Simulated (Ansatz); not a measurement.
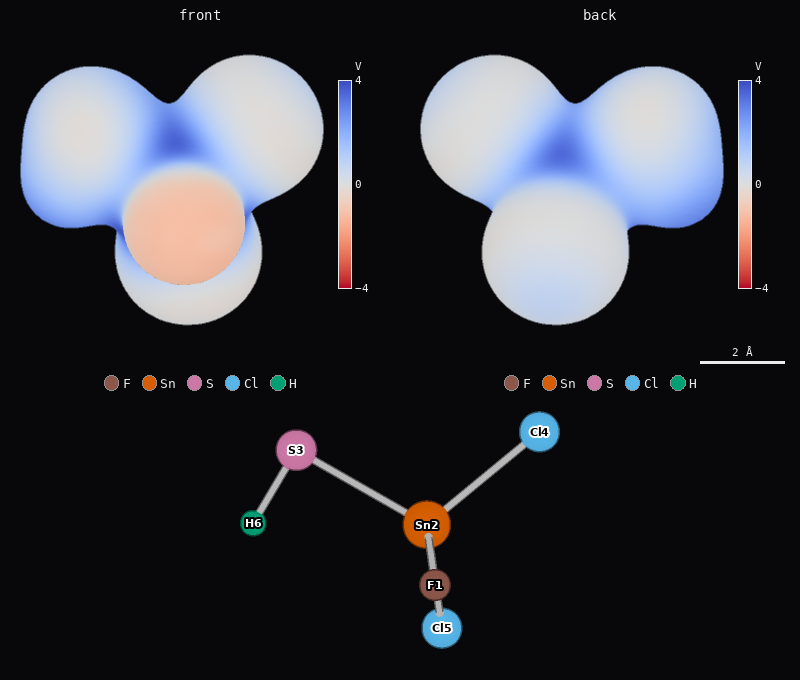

Figure. Cl2FHSSn (SMILES [F][Sn]([SH])([Cl])[Cl]). The molecular electrostatic potential painted on the density surface at 0.004 e/bohr³, seen from the front and from behind; red is negative and blue positive. The bare structure is drawn below in the same view.

Geometry: PBE0-D4/def2-TZVP; core potentials replace the inner electrons of Sn.

These are results of RKS PBE0-D4/def2-TZVPP in Ansatz, not measurements.

```xyz
6

F    -1.8802    0.3798    0.7047
Sn   -0.3273   -0.0544   -0.3012
S     1.3414   -0.9794    1.0838
Cl   -0.9979   -1.5671   -1.8809
Cl    0.2901    1.9311   -1.2686
H     1.6159    0.2262    1.6159
```

> Which sites attract a positive test charge, and which a negative one?

A positive charge is drawn to the negative regions and a negative charge to the positive ones. The most negative region (about −1.2 V) lies over F1, the most positive (about +3.5 V) over Sn2. Cl4 shows a σ-hole: about +0.7 V at the tip opposite its bond, against about 0.0 V on its flanks. Cl5 shows a σ-hole: about +0.7 V at the tip opposite its bond, against about 0.0 V on its flanks.
